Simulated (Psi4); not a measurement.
**CAM-B3LYP/6-31G (sweep point 3) run of H3O+ (oxonium)**

What is the vertical ionisation energy of H3O+ (oxonium) at CAM-B3LYP/6-31G (sweep point 3)? 

The calculation is run with Psi4 1.11.

## 1. The system as given

The species is H3O+ (4 atoms), meant as a singlet with charge +1. SMILES: `[OH3+]`. Geometry: relaxed at GFN2-xTB.

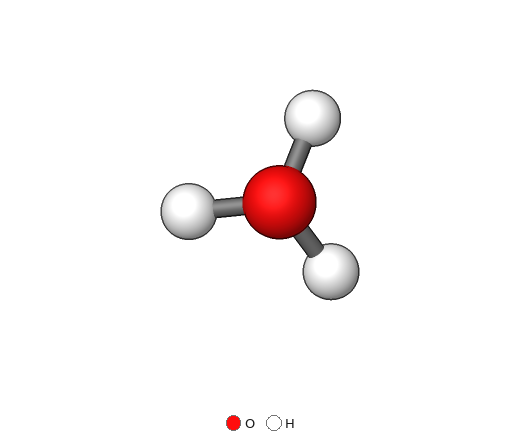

The structure, seen from a chosen angle (oxygen red, hydrogen white).

## 2. The energy at CAM-B3LYP/6-31G (sweep point 3)

Contents of job.inp:

```
memory 1600 MB

molecule {
  1 1
  O      0.196050    -0.061020    -0.056900
  H      0.214230     0.919440     0.016470
  H     -0.413410    -0.366620    -0.765680
  H      0.003130    -0.491800     0.806120
  symmetry c1
}

set basis 6-31G
set puream true
set scf_type pk
set dft_radial_points 99
set dft_spherical_points 590

e_tot, wfn = energy("cam-b3lyp", return_wfn=True)
print_variables()
```

The run is started by

```bash
$ psi4 -n 1 job.inp job.out
```

job.out:

```text
[...]
  Running in c1 symmetry.
[...]
  Nuclear repulsion =   13.886771327638634
[...]
  Multiplicity = 1
[...]
  Nalpha       = 5
  Nbeta        = 5
[...]
    Number of basis functions: 15
[...]
   @RKS iter   1:   -76.59690803288287    2.04373e-01   2.21110e-02 DIIS/ADIIS
[...]
   @RKS iter   6:   -76.64103213084020   -7.29953e-09   6.23270e-07 DIIS
[...]
    Orbital Energies [Eh]
    ---------------------
    Doubly Occupied:
       1A    -19.653866     2A     -1.542750     3A     -1.013182
       4A     -1.013069     5A     -0.804467
[...]
  @RKS Final Energy:   -76.64103213084020
   => Energetics <=
    Nuclear Repulsion Energy =             13.8867713276386340
    One-Electron Energy =                -128.3089429757760342
    Two-Electron Energy =                  44.6437113673783870
    DFT Exchange-Correlation Energy =      -6.8625718500811690
    Empirical Dispersion Energy =           0.0000000000000000
    VV10 Nonlocal Energy =                  0.0000000000000000
    Total Energy =                        -76.6410321308401876
[...]
 Multipole Moments:
 ------------------------------------------------------------------------------------
     Multipole            Electronic (a.u.)      Nuclear  (a.u.)        Total (a.u.)
 ------------------------------------------------------------------------------------
 L = 1.  Multiply by 2.5417464519 to convert [e a0] to [Debye]
 Dipole X            :         -0.1788557           -0.6180902           -0.7969459
 Dipole Y            :          0.0557271            0.1923788            0.2481059
 Dipole Z            :          0.0518659            0.1793975            0.2312634
 Magnitude           :                                                    0.8661190
[...]
```

Run time: 3.3 s. Hardware: 1 thread of Intel Xeon Platinum 8488C (Sapphire Rapids), shared host; peak memory 0.31 GiB.

## 3. Doublet [H3O]2+

Contents of job.in:

```
memory 1600 MB

molecule molecule1 {
  2 2
  O      0.196050    -0.061020    -0.056900
  H      0.214230     0.919440     0.016470
  H     -0.413410    -0.366620    -0.765680
  H      0.003130    -0.491800     0.806120
  symmetry c1
}

set globals {
  basis 6-31G
  reference uks
  puream true
  scf_type pk
  dft_radial_points 99
  dft_spherical_points 590
  maxiter 150
}

e_tot, wfn = energy("cam-b3lyp", return_wfn=True)
print_variables()
```

The run is started by

```bash
$ psi4 -n 1 job.in job.out
```

job.out:

```text
[...]
  Running in c1 symmetry.
[...]
  Nuclear repulsion =   13.886771327638634
[...]
  Multiplicity = 2
[...]
  Nalpha       = 5
  Nbeta        = 4
[...]
    Number of basis functions: 15
[...]
   @UKS iter   1:   -75.69361383535345    1.10767e+00   1.89248e-02 ADIIS/DIIS
[...]
   @UKS iter   7:   -75.73437185524524   -3.26482e-09   2.42505e-07 DIIS
[...]
   @S^2 Observed:                7.518855681E-01
[...]
    Orbital Energies [Eh]
    ---------------------
    Alpha Occupied:
       1A    -20.253818     2A     -2.083798     3A     -1.520584
       4A     -1.520470     5A     -1.424989
    Alpha Virtual:
       6A     -0.564218     7A     -0.472935     8A     -0.472800
       9A      0.076986    10A      0.173947    11A      0.174066
      12A      0.209935    13A      0.312619    14A      0.312686
      15A      0.746342
    Beta Occupied:
[...]
  @UKS Final Energy:   -75.73437185524524
   => Energetics <=
    Nuclear Repulsion Energy =             13.8867713276386340
    One-Electron Energy =                -122.6948455692730704
    Two-Electron Energy =                  39.6728863391067819
    DFT Exchange-Correlation Energy =      -6.5991839527175751
    Empirical Dispersion Energy =           0.0000000000000000
    VV10 Nonlocal Energy =                  0.0000000000000000
    Total Energy =                        -75.7343718552452430
[...]
 Multipole Moments:
 ------------------------------------------------------------------------------------
     Multipole            Electronic (a.u.)      Nuclear  (a.u.)        Total (a.u.)
 ------------------------------------------------------------------------------------
 L = 1.  Multiply by 2.5417464519 to convert [e a0] to [Debye]
 Dipole X            :         -0.0453570           -0.6180902           -0.6634472
 Dipole Y            :          0.0139905            0.1923788            0.2063693
 Dipole Z            :          0.0132660            0.1793975            0.1926635
 Magnitude           :                                                    0.7210200
[...]
```

Wall time 5.4 s (1 thread of Intel Xeon Platinum 8488C (Sapphire Rapids), shared host); peak memory 0.31 GiB.

## 4. What came out

Level: CAM-B3LYP/6-31G (sweep point 3).

```
                                            quantity         value
                          singlet H3O+: total energy  -76.64103 Eh
                           singlet H3O+: HOMO energy     -21.89 eV
                           singlet H3O+: LUMO energy      -6.00 eV
                         singlet H3O+: HOMO–LUMO gap      15.89 eV
                       doublet [H3O]2+: total energy  -75.73437 Eh
 doublet [H3O]2+: HOMO energy (highest over α and β)     -38.78 eV
  doublet [H3O]2+: LUMO energy (lowest over α and β)     -27.38 eV
                               doublet [H3O]2+: ⟨S²⟩         0.752
vertical ionisation energy (to the doublet dication)     24.671 eV
```

What this shows: Removing an electron at fixed nuclei costs 24.67 eV (2380 kJ/mol). The negative HOMO energy of the first species, 21.89 eV, lies 2.78 eV below that difference.
